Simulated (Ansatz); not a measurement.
Start from MgI₂ in the CdI2 type structure (space group P-3m1, No. 164; a = 4.060 Å, c = 6.580 Å; layered, stacked along the Cartesian z axis).

Perturbation: the cell is scaled by 0.9950 in all directions, atoms relaxed at fixed cell.

All numbers come from Ansatz (a program for electronic structure) PBEsol-D3(BJ), no spin-orbit coupling.

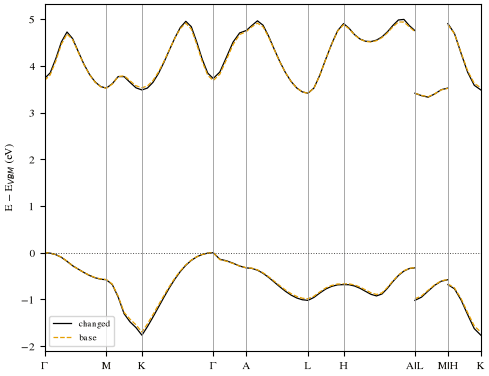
*Highest valence and lowest conduction band along the path, each from its own valence-band maximum*

**Question.** From the figure, how large is the changed gap, and is it direct?

**Answer.** About 3.3 eV, indirect, Γ → L–M (40 % along).

Spin-orbit coupling, missing from the scalar runs, can matter with I. The cells carry an imposed strain or load. Whether these cells are dynamically stable was not tested.
